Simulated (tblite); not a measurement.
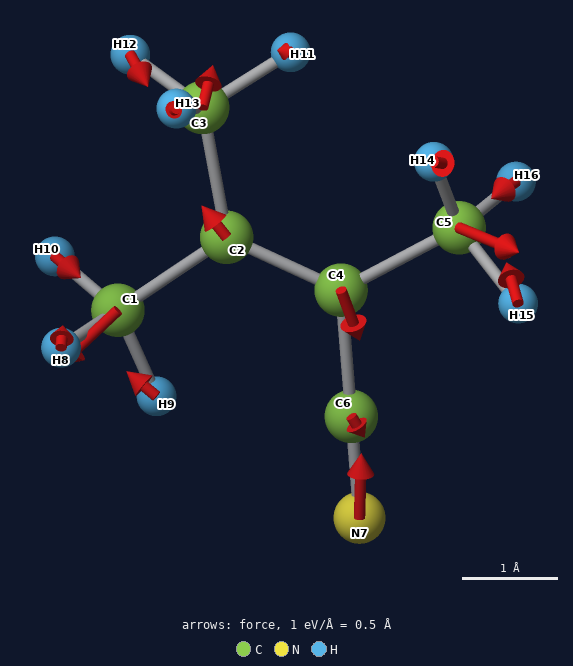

Starting geometry of C$_{6}$H$_{9}$N with the computed forces as red arrows. Style: ball-and-stick. Shown at a tilt.

These are results of GFN2-xTB geometry optimisation, gas phase in tblite 0.8.0, not measurements. 

Q: Is this structure relaxed? If not, where do the atoms go?

A: It isn't relaxed: the largest force vector, on C5, is 2.07 eV/Å. The final displacements have little in common with the starting forces (cosine between the two patterns 0.21). The energy falls by 8.95 kcal/mol in 143 geometry steps. The atom that moves furthest after the best rigid fit is H16 (0.69 Å). By element the largest moves are H 0.69 Å, N 0.28 Å, C 0.16 Å. Among the contacts that change: C5–H15 1.135 → 1.088 Å, C4–C6 1.443 → 1.410 Å, C1–C2 1.463 → 1.494 Å, C4–C5 1.476 → 1.505 Å. Bond angles that change, for instance: H14–C5–H15 103.4° → 108.6°, H14–C5–H16 113.0° → 108.0°, C4–C5–H16 115.3° → 110.5°. Groups turn about C2–C3 by about 40°, C4–C5 by about 40°.
